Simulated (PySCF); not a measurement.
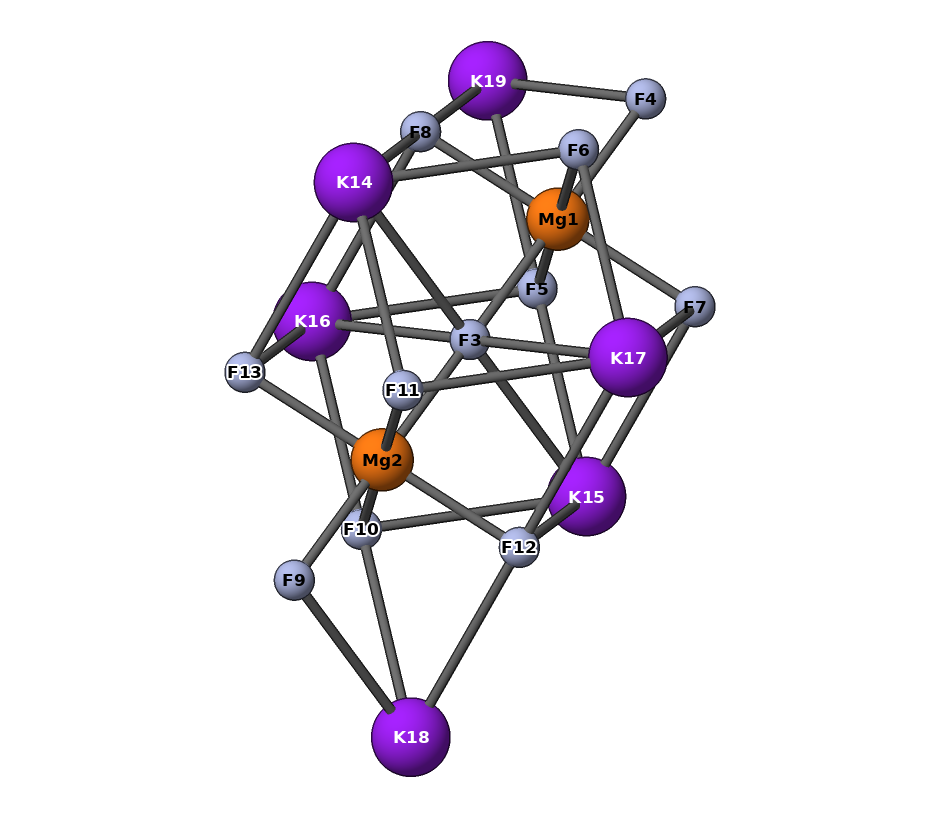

The questions are on isotropic NMR shieldings of the F atoms. State: charge −1, singlet. Geometry: a fixed input geometry, not necessarily a minimum. Properties computed with GIAO PBE/pcSseg-1 NMR shielding, non-relativistic, gas phase (PySCF 2.14.0).

> Which F atom is the most shielded (lowest chemical shift)?

F6, F11 (430.6 ppm).

> Which F atom is the least shielded (highest chemical shift)?

F3 (356.1 ppm).

> How wide is the range of F shifts?

74.5 ppm.

List the isotropic NMR shieldings of the F atoms.

```csv
atom,σ (ppm)
F3,356.1
F4,379.2
F5,376.9
F6,430.6
F7,411.7
F8,376.7
F9,379.2
F10,376.9
F11,430.6
F12,376.7
F13,411.7
```
